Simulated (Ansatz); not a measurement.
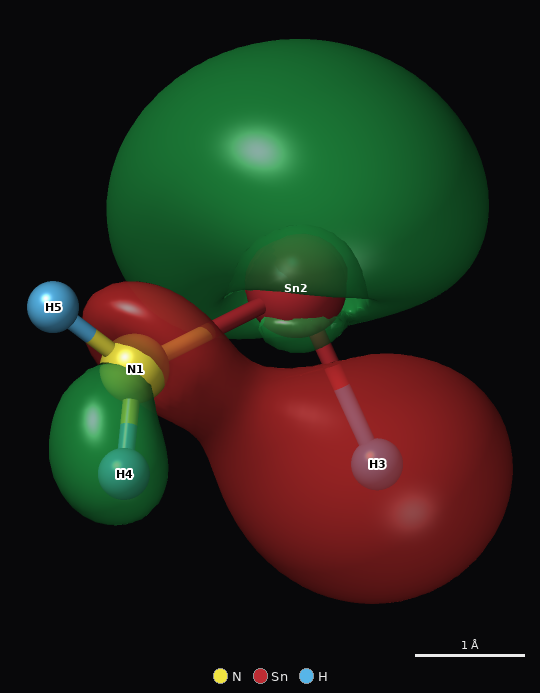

H3NSn (SMILES [NH2][SnH]). The HOMO at ±0.08 Å⁻³ᐟ² (green and red are the two phases), seen at a tilt.

Geometry: B3LYP-D3(BJ)/def2-SVP; core potentials replace the inner electrons of Sn.

Theory: Ansatz 0.2.0, isolated molecule in a Gaussian basis; Kohn-Sham density functional theory, functional PBE0.

```yaml
atoms:
  - { symbol: N, position_ang: [0.4659, 0.8324, -0.4996] }
  - { symbol: Sn, position_ang: [-0.6666, 0.8780, 1.1989] }
  - { symbol: H, position_ang: [-1.7572, -0.3902, 0.5392] }
  - { symbol: H, position_ang: [0.2983, 0.2349, -1.3053] }
  - { symbol: H, position_ang: [1.2847, 1.4184, -0.6434] }
```

### Describe this orbital and give its energy.

It lies mainly on Sn2 (about 70 %) and H3 (about 25 %); it is symmetric in the molecular plane (an in-plane orbital: σ, lone-pair or in-plane π type). Its energy is −6.57 eV.
